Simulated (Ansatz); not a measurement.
```xyz
5
Lattice="3.3809 0.0000 0.0000 -1.6904 2.9279 0.0000 0.0000 0.0000 10.7369" Properties=species:S:1:pos:R:3 pbc="T T T"
Zn    1.6904    0.9760    7.0404
Tl    0.0000    0.0000    0.2773
Tl    0.0000    1.9520    3.4707
O     1.6904    0.9760    1.8763
O     0.0000    0.0000    7.0536
```

Space group P3m1; a structure generated by program, which may or may not match a known phase.

All numbers below come from Ansatz 0.2.0, DFT PBE, scalar-relativistic, plane waves, PAW.

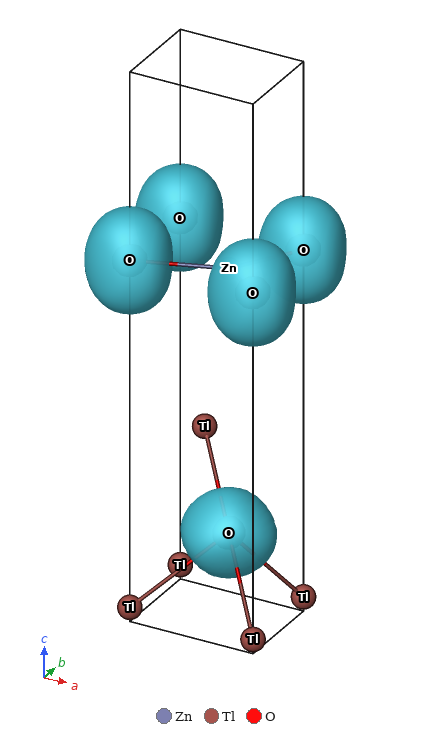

Tl$_{2}$ZnO$_{2}$. Isosurface of the ELF at 0.65 (cyan), seen slightly off an axis. Only the valence region is drawn (cores and ρ < 0.01 e/Å³ removed). Sticks mark near contacts.

In a PAW calculation such maps are meaningful between the atoms, not at the nuclei.

**Where are the electrons localised?**

The surface consists of two regions wrapped around O (the valence shell of each), counted in one cell of 5 atoms. Any copies at cell faces, edges or corners count once.

Values along the shortest contacts:
Zn–O (1.95 Å): the ELF peaks at about 0.85 in the valence shell of O, 0.6 Å from its nucleus, and is about 0.25 at the midpoint: no shared electron pair shows on this line. Tl–O (2.52 Å): the ELF is about 0.15 at the midpoint; no shared electron pair shows on this line.
